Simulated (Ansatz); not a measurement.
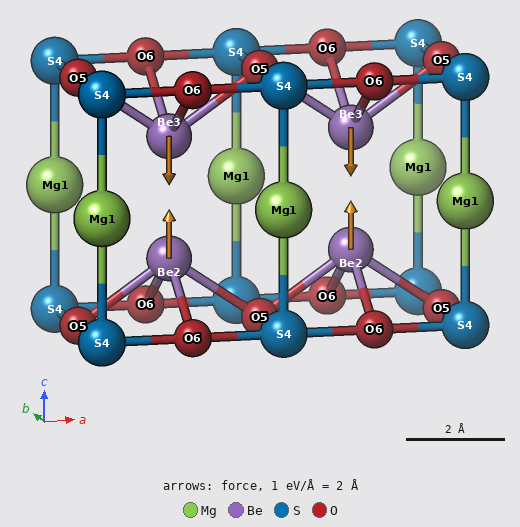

Starting geometry of crystalline MgBe2SO2 (a generated structure, set up in P4/mmm) with the computed forces as orange arrows. The picture is a ball-and-stick view of the cell of the calculation, repeated 2 × 1 × 1 with one cell outlined, seen slightly off an axis.

All numbers below come from Ansatz 0.2.0, DFT PBE, scalar-relativistic, plane waves, PAW.

Input file:
```yaml
crystal:
  lattice:
    - [3.83795272, 0.0, 0.0]
    - [0.0, 3.83795272, 0.0]
    - [0.0, 0.0, 5.16038562]
  atoms:
    - { symbol: Mg, position: [0.0, 0.0, 0.5] }
    - { symbol: Be, position: [0.5, 0.5, 0.25369999] }
    - { symbol: Be, position: [0.5, 0.5, 0.74630001] }
    - { symbol: S, position: [0.0, 0.0, 0.0] }
    - { symbol: O, position: [0.0, 0.5, 0.0] }
    - { symbol: O, position: [0.5, 0.0, 0.0] }
basis:
  ecutwfc: 420
kpoints:
  mp_grid: { grid: [10, 10, 8] }
hamiltonian:
  xc: pbe
scf:
  occupations: { method: gaussian, width: 0.1 }
output:
  forces: true
  stress: true
  eigenvalues: true
  write_density: true
  write_potential: true
  elf: true
  volumetric_format: npy
relax:
  adjacent_minimum: "off"
  f_tol: 0.01
  max_steps: 80
  cell: { stress_tol: 0.05 }
```

Launched with:
```bash
ansatz run input.yaml --threads 1 --pin off --max-ram 2560MiB --backend cpu --events-out ev --progress --plain --runs-dir out
```

Is this structure relaxed? If not, where do the atoms go?

It isn't relaxed: the largest force vector, on Be atoms, is 0.52 eV/Å. The atoms end up moving mostly along the starting forces (cosine between the two patterns 1.00). The largest moves relative to the cell, 0.036 Å, are those of Be2 and Be3. Be3 goes along −c. Mg and S and O stay in place. The volume changes by −0.8 %, with a = b 3.838 → 3.970 Å (+3.5 %), c 5.160 → 4.782 Å (−7.3 %). Near-neighbour distances that change, for instance: Mg1–S4 2.580 → 2.391 Å, S4–O5 1.919 → 1.985 Å, Be2–O5 2.323 → 2.346 Å. The space group stays P4/mmm (No. 123). The energy falls by 0.259 eV per cell of the calculation in 7 accepted moves (9 points after the start). The largest force component goes from 0.52 to 0.0063 eV/Å. The pressure goes from −0.69 to −0.02 GPa. At 2 points the geometry stayed and the basis and grid were re-selected for the new cell (energy shift of 3.1 meV per cell of the calculation at most each time). Cost: 55 s on 1 thread of Intel(R) Xeon(R) 6975P-C (Granite Rapids) (shared host), peak memory 0.48 GiB.
